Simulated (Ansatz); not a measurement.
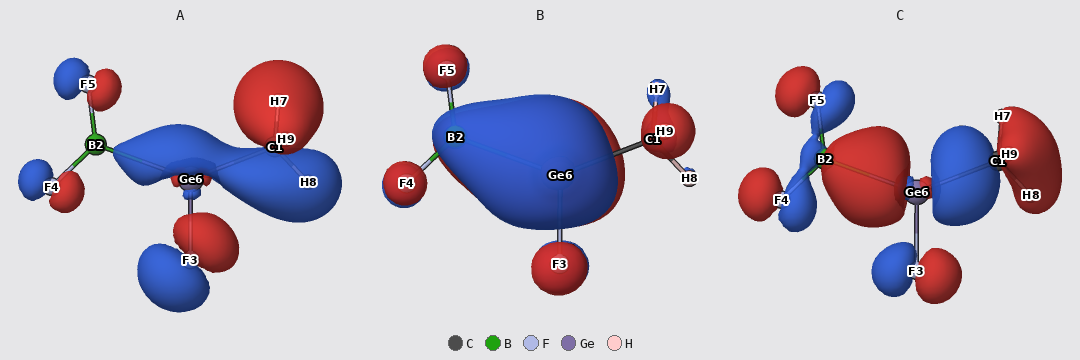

*CH3BF3Ge (SMILES [CH3][Ge+]([F])[B](F)F) (charge +1). Three frontier orbitals at ±0.1 Å⁻³ᐟ² (red and blue are the two phases), in no order.*

Geometry: r2SCAN-D4/def2-SVP.

Level of theory: isolated molecule in a Gaussian basis; Kohn-Sham density functional theory, functional PBE0 (Ansatz).

```yaml
atoms:
  - { symbol: C, position_ang: [-1.6630, -0.2413, -0.0220] }
  - { symbol: B, position_ang: [2.1124, -0.2794, 0.1056] }
  - { symbol: F, position_ang: [0.1269, 2.1161, -0.3607] }
  - { symbol: F, position_ang: [3.0382, 0.6184, 0.1282] }
  - { symbol: F, position_ang: [2.2777, -1.5597, 0.1866] }
  - { symbol: Ge, position_ang: [0.1112, 0.4323, -0.0863] }
  - { symbol: H, position_ang: [-1.7012, -1.2749, -0.3996] }
  - { symbol: H, position_ang: [-2.3241, 0.4309, -0.5907] }
  - { symbol: H, position_ang: [-1.9781, -0.2423, 1.0390] }
```

Order the three orbitals by energy and name them.

Answer. A is the HOMO−1 (−17.15 eV). By Hirshfeld shares it lies mainly on C1 (about 30 %), F3 (about 30 %), Ge6 (about 10 %), H7 (about 10 %) and H8 (about 10 %). C is the HOMO (−15.14 eV). Its weight (Hirshfeld) is mainly on Ge6 (about 30 %), C1 (about 20 %), B2 (about 15 %), F3 (about 10 %), F4 (about 10 %) and F5 (about 10 %). B is the LUMO (−9.26 eV). It lies mainly on Ge6 (about 65 %), B2 (about 15 %) and F3 (about 5 %).

What is the HOMO–LUMO gap?

Answer. 5.88 eV between the orbital energies.
